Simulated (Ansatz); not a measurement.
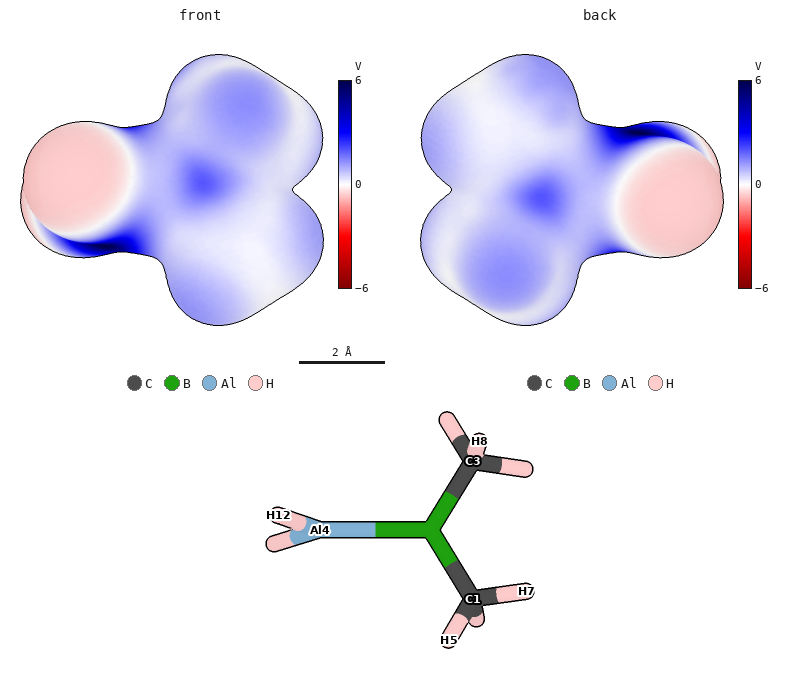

The picture shows: C$_{2}$H$_{8}$AlB. The molecular electrostatic potential painted on the density surface at 0.004 e/bohr³, seen from the front and from behind; red is negative and blue positive. The bare structure is drawn below in the same view.

Geometry: PBE0-D4/def2-TZVP.

Theory: RKS PBE0-D4/def2-TZVPP in Ansatz 0.2.0.

```xyz
12

C     0.0943    1.3953   -0.7287
B     0.0228    0.0158    0.0125
C     0.8978   -0.1603    1.3012
Al   -1.2249   -1.5691   -0.7098
H    -0.0957    1.3865   -1.8042
H    -0.7305    1.9791   -0.2855
H     1.0084    1.9637   -0.5254
H     1.8402   -0.5947    0.9262
H     0.5297   -0.8607    2.0541
H     1.1731    0.7830    1.7854
H    -2.7709   -1.6783   -0.3173
H    -0.6675   -2.7153   -1.6748
```

Question: Which sites attract a positive test charge, and which a negative one?

Answer: A positive charge is drawn to the negative regions and a negative charge to the positive ones. The most negative region (about −0.7 V) lies over H11 and H12, the most positive (about +5.5 V) over Al4.
